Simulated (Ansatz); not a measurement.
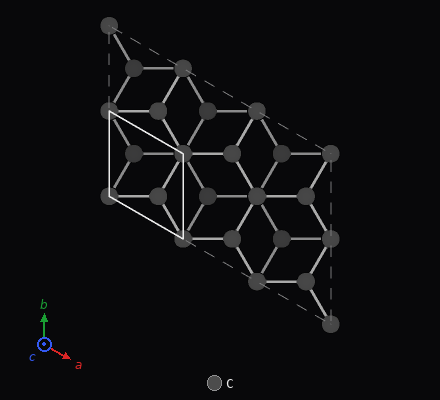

C (P6_3/mmc, No. 194): a calculation's starting geometry.

```cif
data_structure
_symmetry_space_group_name_H-M 'P 1'
_symmetry_Int_Tables_number 1
_cell_length_a 2.4559
_cell_length_b 2.4559
_cell_length_c 7.0106
_cell_angle_alpha 90.000
_cell_angle_beta 90.000
_cell_angle_gamma 120.000
_cell_volume 36.62
loop_
_atom_site_label
_atom_site_type_symbol
_atom_site_fract_x
_atom_site_fract_y
_atom_site_fract_z
_atom_site_occupancy
C1 C 0.00000 0.00000 0.25000 1
C2 C 0.00000 0.00000 0.75000 1
C3 C 0.33333 0.66667 0.25000 1
C4 C 0.66667 0.33333 0.75000 1
```

Q: What will a Z-contrast image along [001] show? Simulated incoherent Z contrast: every atom adds Z^1.7 spread by a probe of 0.77 Å full width; channelling and multiple scattering are left out. Shot noise was added.

A: The columns repeat on a hexagonal net with a repeat of 2.46 Å (plane group p6mm). The brightest columns hold 2 C per repeat; in falling brightness follow 1 C (about 45 %). Brightness is counted from the darkest point of the image. The shortest distance between visible columns is 1.42 Å in projection. Along the beam the structure repeats every 7.01 Å.

```
column  atoms along the beam per repeat  peak brightness
     C                              2 C            100 %
     C                              1 C             45 %
```

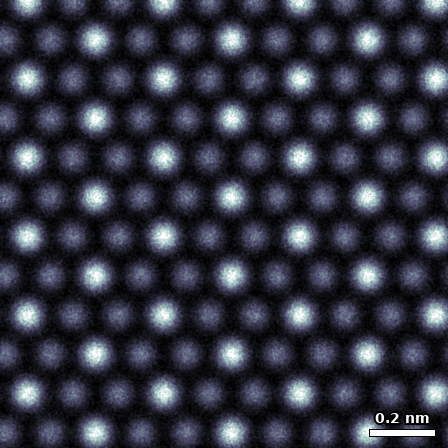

The simulated image.
